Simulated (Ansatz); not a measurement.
Partial pair distribution functions of a relaxed model of amorphous silicon oxynitride (Si₂₄O₃₆N₈), broadened by 0.06 Å; density 2.63 g/cm³. Method: PBE, scalar-relativistic without spin-orbit coupling (plane waves to 420 eV, PAW; Ansatz, a first-principles code).

Preparation: random packing, a CHGNet melt and quench, and a DFT relaxation. O and N atoms were pushed apart under 1.9 Å during the dynamics, to hinder bonds among them. The hot cell started wider than the set density and was brought back towards it in steps. It is the lowest in DFT energy of 2 quenches. It is a model cell: composition and starting density were chosen by hand, and all elements were melted together. No dispersion term was used. Its density started from a set value of 2.77 and ended at 2.63 g/cm³. The quench (nominally 150 K/ps over its main leg) was far faster than any real one, so the model tends to hold more defects than a real film. A cell of this size samples the disorder only roughly. The volume was free in the relaxation, at fixed shape. Stress components on the final sampling reach 3.1 GPa.

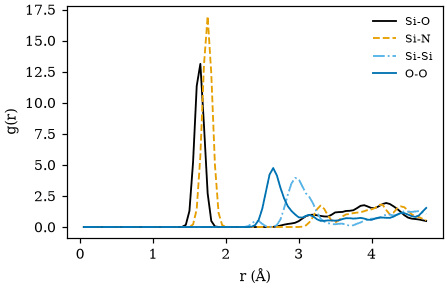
Figure. Partial pair distribution functions

Highest peaks under 4.5 Å: Si-O near 1.65 Å, Si-N near 1.75 Å, Si-Si near 2.95 Å, O-O near 2.65 Å; pairs of few atoms are noisy.

Within 1.90 Å each Si has 3.00 O neighbours on average.
